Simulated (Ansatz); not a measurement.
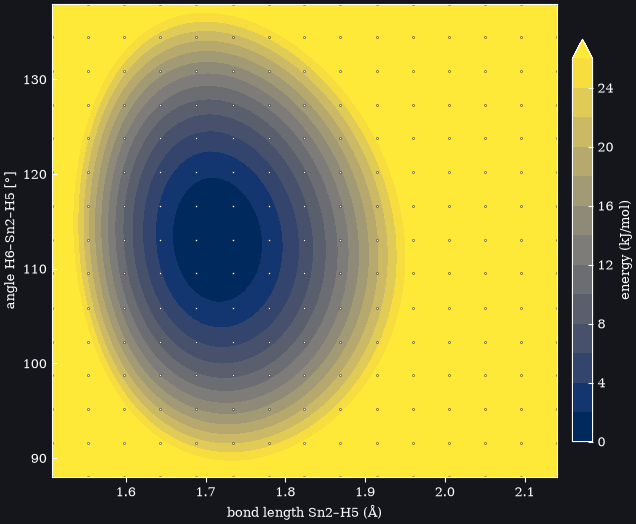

H₄OSn, SMILES [OH][SnH3]. 
- The first coordinate is: bond length Sn2–H5; the second: angle H6–Sn2–H5.
- Nothing is relaxed (all other coordinates rigid).
- The scan uses a 15 × 15 grid.
- Points are written as (first, second).
- Energies: kJ/mol, counted from the relaxed molecule at the same level.
- All numbers below come from RKS SPW92 (LDA)/def2-TZVP in Ansatz.

The picture shows filled contours, dots at the grid points, one colour for all values above the top of the scale. Between grid points the surface is interpolated.

Question: Estimate the position of the minimum and the force constants in these coordinates.

Answer: The interpolated minimum is at bond length Sn2–H5 ≈ 1.713 Å, angle H6–Sn2–H5 ≈ 113.0°. The curvatures there are about 13 eV/Å² and 3.1 eV/rad², with a cross term of about 0.5 eV/(Å·rad). Round the minimum the two coordinates are weakly coupled (coupling 0.08 in units of the two stiffnesses). (1 eV is 96.5 kJ/mol.)
